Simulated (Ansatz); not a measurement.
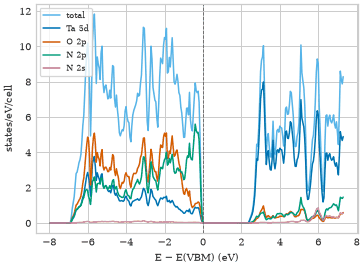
Fig. 1. Total and projected density of states of TaNO in space group P2_1/c (No. 14; Ta on 4e, N on 4e, O on 4e), r²SCAN in the plane-wave PAW code Ansatz

Q: Which orbitals carry the states next to the gap?

A: Top 1 eV of the valence band: N 2p 65 %, O 2p 21 %, Ta 5d 11 %. Bottom 1 eV of the conduction band: Ta 5d 81 %, O 2p 8 %, N 2p 7 %. Projections are on Löwdin-orthogonalised atomic valence shells; empty p or d shells of many metals are not among them.

Q: Where is the tallest occupied peak in this window, and what makes it?

A: Near -5.7 eV, about 12 states/eV per cell; the largest projected share is O 2p.

The first step of the workflow began from a Materials Project structure, measured or hypothetical; the Crystallography Open Database files this formula in space group No. 14, but the cells were not matched. Its standing as an ambient phase is unchecked. Symmetry was held in the r²SCAN relaxation; whether a distortion lowers the energy is not shown. The run is not spin-polarised. Spin–orbit coupling is left out wherever it is not named.

Potentials: the later of the program's two PAW sets.
